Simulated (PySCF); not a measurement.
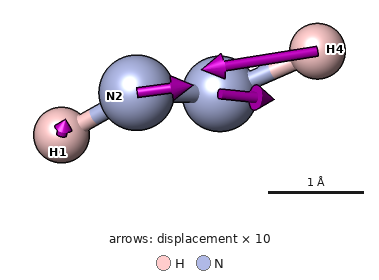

A relaxation of N₂H₂. The starting structure is drawn; purple arrows show the displacements, magnified 10 times. The two geometries are superimposed by the best rigid fit.

Style: ball-and-stick. Shown from a free direction.

The start comes from MMFF94s. Its atoms were then displaced at random by about 0.03 Å.

Method: PBE0-D3(BJ)/def2-SVP geometry optimisation, gas phase (PySCF). 

Atoms of which element are displaced furthest, and by how much?

Hydrogen: up to 0.13 Å, against 0.07 Å for nitrogen.

What happened in the run?

The energy falls by 36.2 kJ/mol in 6 geometry steps. An H atom moves most after the best rigid fit: 0.13 Å. By element the largest moves are H 0.13 Å, N 0.07 Å. Among the contacts that change: H–N 1.177 → 1.039 Å, H–N 1.001 → 1.039 Å, N–N 1.208 → 1.232 Å. Among the angles between lasting bonds that change: N–N–H 114.8° → 106.6°.
